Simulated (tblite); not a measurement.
# Geometry relaxation of C5H9FO2Si (part 2 of 2)

C5H9FO2Si; GFN2-xTB geometry optimisation, gas phase (tblite 0.8.0). It belongs to a series of runs on one base structure; here: H on Si replaced by CH2OCH3.

Geometry of the input (Å):
```
C  2.3026  1.4223  0.7233
O  1.1621  0.8282  0.0869
C  1.3297  -0.6032  -0.0228
Si -0.1307  -1.4939  -0.8362
C  -1.6865  -1.2198  0.1281
F  -2.1338  -2.2901  0.8237
C  -2.4294  -0.1040  0.2029
C  -2.1608  1.1930  -0.4521
O  -2.9366  2.1257  -0.3226
H  2.4175  1.0315  1.7419
H  2.1158  2.5006  0.7839
H  3.1949  1.2469  0.1359
H  1.4684  -1.0213  0.9836
H  2.2213  -0.8039  -0.6255
H  0.1672  -2.9473  -0.9006
H  -0.3207  -1.0085  -2.2072
H  -3.3280  -0.1122  0.8193
H  -1.2616  1.2621  -1.0740
```

Trajectory as extended XYZ, continued
```
18
Properties=species:S:1:pos:R:3:forces:R:3 step=46 energy=-811.31081
C     2.1722    1.4198    0.6683   -0.0010   0.0090   0.0010
O     1.1508    0.6843    0.0457   -0.0070   0.0020   0.0090
C     1.3973   -0.7062    0.0106    0.0020   0.0040   0.0030
Si   -0.0980   -1.4587   -0.9040    0.0030  -0.0030  -0.0030
C    -1.6688   -1.1559    0.1365   -0.0050   0.0110  -0.0040
F    -2.0502   -2.2587    0.8194    0.0040   0.0090  -0.0150
C    -2.4341   -0.0681    0.2633    0.0060   0.0050   0.0150
C    -2.1250    1.1875   -0.4055   -0.0040  -0.0200  -0.0170
O    -2.8179    2.1726   -0.3682   -0.0030   0.0000   0.0230
H     2.3208    1.0962    1.7057   -0.0230  -0.0030   0.0120
H     1.8600    2.4618    0.6525    0.0070   0.0120   0.0030
H     3.1216    1.3104    0.1304    0.0140   0.0040  -0.0170
H     1.5173   -1.1006    1.0296   -0.0070   0.0050   0.0100
H     2.3353   -0.9138   -0.5225    0.0070  -0.0010  -0.0050
H     0.0598   -2.9130   -0.9724   -0.0110  -0.0180  -0.0070
H    -0.2538   -0.8370   -2.2162    0.0050  -0.0150  -0.0180
H    -3.3244   -0.0883    0.8797   -0.0050   0.0090   0.0120
H    -1.1717    1.1743   -0.9646    0.0180  -0.0090  -0.0020
18
Properties=species:S:1:pos:R:3:forces:R:3 step=54 energy=-811.31208
C     2.1579    1.4234    0.6661   -0.0020   0.0030  -0.0030
O     1.1392    0.6829    0.0423    0.0130   0.0100   0.0220
C     1.3878   -0.7081    0.0127    0.0080   0.0170  -0.0010
Si   -0.0948   -1.4673   -0.9181   -0.0160   0.0100   0.0090
C    -1.6614   -1.1551    0.1267   -0.0200  -0.0120   0.0060
F    -2.0414   -2.2590    0.8086   -0.0030  -0.0090   0.0000
C    -2.4186   -0.0641    0.2700    0.0170   0.0020   0.0140
C    -2.1111    1.1908   -0.3986    0.0010  -0.0010   0.0030
O    -2.8029    2.1763   -0.3493    0.0150   0.0220  -0.0040
H     2.3000    1.1061    1.7075   -0.0160   0.0060  -0.0300
H     1.8486    2.4674    0.6423   -0.0030  -0.0350   0.0010
H     3.1096    1.3106    0.1309   -0.0060   0.0000   0.0140
H     1.4930   -1.1021    1.0339   -0.0010   0.0160   0.0020
H     2.3333   -0.9145   -0.5068    0.0130  -0.0040  -0.0060
H     0.0570   -2.9227   -0.9800   -0.0010  -0.0120   0.0000
H    -0.2447   -0.8593   -2.2370    0.0050   0.0020  -0.0110
H    -3.2995   -0.0756    0.9005    0.0020  -0.0200  -0.0030
H    -1.1608    1.1765   -0.9634   -0.0050   0.0030  -0.0120
18
Properties=species:S:1:pos:R:3:forces:R:3 step=62 energy=-811.31280
C     2.1475    1.4253    0.6635   -0.0110   0.0040   0.0000
O     1.1330    0.6828    0.0359    0.0150   0.0090  -0.0020
C     1.3831   -0.7080    0.0124    0.0060   0.0140   0.0030
Si   -0.0947   -1.4713   -0.9243   -0.0050   0.0060   0.0090
C    -1.6595   -1.1573    0.1230   -0.0050   0.0000   0.0010
F    -2.0428   -2.2632    0.8005   -0.0030   0.0080  -0.0080
C    -2.4062   -0.0607    0.2795    0.0040  -0.0040  -0.0120
C    -2.0985    1.1940   -0.3918   -0.0030  -0.0120   0.0000
O    -2.7819    2.1849   -0.3363    0.0030   0.0050   0.0160
H     2.2812    1.1115    1.7068   -0.0080   0.0050  -0.0200
H     1.8359    2.4681    0.6341    0.0080  -0.0200   0.0000
H     3.1036    1.3110    0.1361   -0.0160   0.0030   0.0140
H     1.4811   -1.0949    1.0370    0.0010  -0.0040   0.0000
H     2.3336   -0.9146   -0.4984    0.0030  -0.0080  -0.0080
H     0.0511   -2.9275   -0.9852    0.0090  -0.0120   0.0080
H    -0.2350   -0.8719   -2.2486   -0.0050   0.0120   0.0030
H    -3.2838   -0.0762    0.9148    0.0080   0.0130  -0.0050
H    -1.1566    1.1743   -0.9707   -0.0010  -0.0170   0.0000
18
Properties=species:S:1:pos:R:3:forces:R:3 step=70 energy=-811.31417
C     2.1204    1.4309    0.6562    0.0040   0.0030   0.0120
O     1.1249    0.6839    0.0055    0.0280  -0.0030  -0.0090
C     1.3771   -0.7064    0.0069   -0.0020  -0.0080  -0.0010
Si   -0.0928   -1.4819   -0.9306   -0.0120  -0.0060  -0.0040
C    -1.6602   -1.1664    0.1116   -0.0030   0.0030   0.0030
F    -2.0586   -2.2721    0.7802    0.0150  -0.0010  -0.0020
C    -2.3854   -0.0586    0.2877   -0.0070  -0.0030   0.0080
C    -2.0686    1.1950   -0.3794    0.0050  -0.0090   0.0050
O    -2.7192    2.2048   -0.2834    0.0170  -0.0010   0.0030
H     2.2242    1.1184    1.7026    0.0030   0.0130   0.0110
H     1.8111    2.4735    0.6167   -0.0050  -0.0090  -0.0090
H     3.0912    1.3148    0.1574   -0.0100   0.0040   0.0020
H     1.4640   -1.0771    1.0384    0.0010  -0.0010   0.0030
H     2.3326   -0.9232   -0.4906   -0.0010   0.0090  -0.0020
H     0.0580   -2.9381   -0.9791    0.0070  -0.0060  -0.0050
H    -0.2245   -0.8783   -2.2540   -0.0110  -0.0090  -0.0020
H    -3.2498   -0.0635    0.9399   -0.0240   0.0060  -0.0060
H    -1.1532    1.1505   -0.9976   -0.0030   0.0190  -0.0070
18
Properties=species:S:1:pos:R:3:forces:R:3 step=77 energy=-811.31486
C     2.1070    1.4339    0.6545    0.0100   0.0120   0.0020
O     1.1263    0.6826   -0.0124    0.0030  -0.0110   0.0080
C     1.3757   -0.7076    0.0030   -0.0050  -0.0210  -0.0080
Si   -0.0933   -1.4884   -0.9333   -0.0010  -0.0080  -0.0130
C    -1.6615   -1.1701    0.1087    0.0160  -0.0030  -0.0060
F    -2.0609   -2.2790    0.7709   -0.0090   0.0090   0.0110
C    -2.3785   -0.0581    0.2922    0.0020  -0.0020  -0.0060
C    -2.0507    1.1952   -0.3711   -0.0020   0.0020  -0.0010
O    -2.6784    2.2167   -0.2500    0.0040   0.0050   0.0060
H     2.1942    1.1295    1.7048   -0.0070  -0.0040   0.0040
H     1.7931    2.4736    0.6030   -0.0050   0.0290  -0.0030
H     3.0864    1.3206    0.1732    0.0080  -0.0030   0.0010
H     1.4562   -1.0694    1.0384    0.0040   0.0000  -0.0060
H     2.3333   -0.9295   -0.4884   -0.0030   0.0010   0.0040
H     0.0649   -2.9455   -0.9798   -0.0060   0.0250  -0.0010
H    -0.2280   -0.8868   -2.2582   -0.0070  -0.0180   0.0100
H    -3.2424   -0.0533    0.9461    0.0020  -0.0120  -0.0110
H    -1.1522    1.1419   -1.0132   -0.0030  -0.0020   0.0090
18
Properties=species:S:1:pos:R:3:forces:R:3 step=85 energy=-811.31539
C     2.0945    1.4402    0.6532   -0.0010  -0.0040  -0.0010
O     1.1276    0.6812   -0.0261   -0.0060  -0.0030  -0.0020
C     1.3751   -0.7095   -0.0013   -0.0020  -0.0040  -0.0060
Si   -0.0929   -1.4939   -0.9373    0.0030  -0.0060  -0.0030
C    -1.6599   -1.1737    0.1048    0.0050   0.0020   0.0020
F    -2.0664   -2.2796    0.7675    0.0010  -0.0020  -0.0010
C    -2.3706   -0.0581    0.2916   -0.0050   0.0000  -0.0030
C    -2.0337    1.1973   -0.3623    0.0000   0.0070  -0.0010
O    -2.6376    2.2296   -0.2139    0.0000  -0.0020   0.0010
H     2.1621    1.1426    1.7068   -0.0020   0.0030   0.0040
H     1.7779    2.4792    0.5882    0.0030   0.0010  -0.0010
H     3.0831    1.3262    0.1910    0.0020  -0.0020   0.0020
H     1.4493   -1.0662    1.0365    0.0020   0.0040  -0.0040
H     2.3346   -0.9367   -0.4861    0.0010   0.0050   0.0000
H     0.0680   -2.9496   -0.9813   -0.0030   0.0000   0.0040
H    -0.2364   -0.9043   -2.2660    0.0010  -0.0010   0.0050
H    -3.2332   -0.0529    0.9467   -0.0040  -0.0020   0.0010
H    -1.1502    1.1347   -1.0237    0.0050   0.0040   0.0040
```

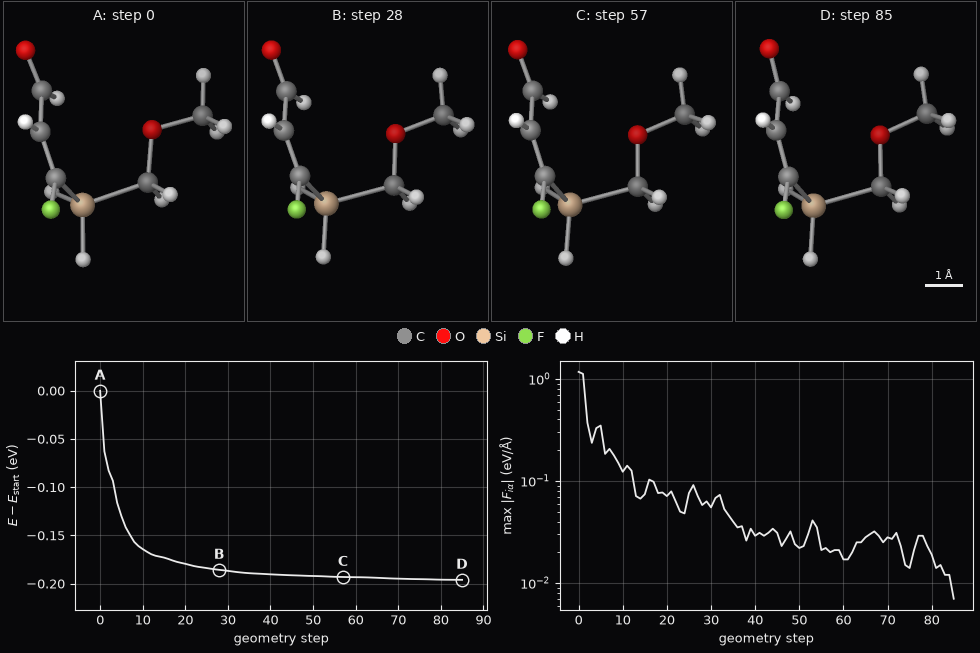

**Figure 1.** Frames of the relaxation (ball-and-stick view, seen at a tilt) above the curves, on which the letters mark them (steps are counted from 0).

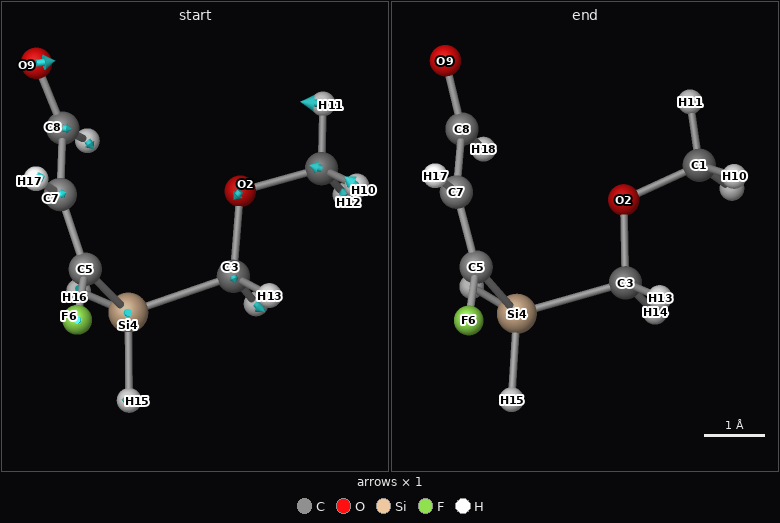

**Figure 2.** Before (left) and after (right) the relaxation, at one scale (ball-and-stick view, seen at a tilt). The teal arrows give the displacements, at true length. After 85 geometry steps the energy has fallen by 0.196 eV. Largest force component: 1.2 eV/Å at the start, 0.007 eV/Å at the end. The atom that moves furthest after the best rigid fit is H11 (0.39 Å). Largest moves by element: H 0.39 Å, O 0.34 Å, C 0.22 Å, Si 0.11 Å, F 0.09 Å. Among the contacts that change: Si4–C5 1.851 → 1.909 Å, O2–C3 1.445 → 1.413 Å, C1–O2 1.435 → 1.404 Å, C7–C8 1.478 → 1.455 Å. Among the angles that change: O2–C3–Si4 114.1° → 105.1°, C5–C7–C8 127.2° → 122.3°, H15–Si4–H16 108.0° → 112.6°. (Atoms are counted from 1 in the order of the input.)
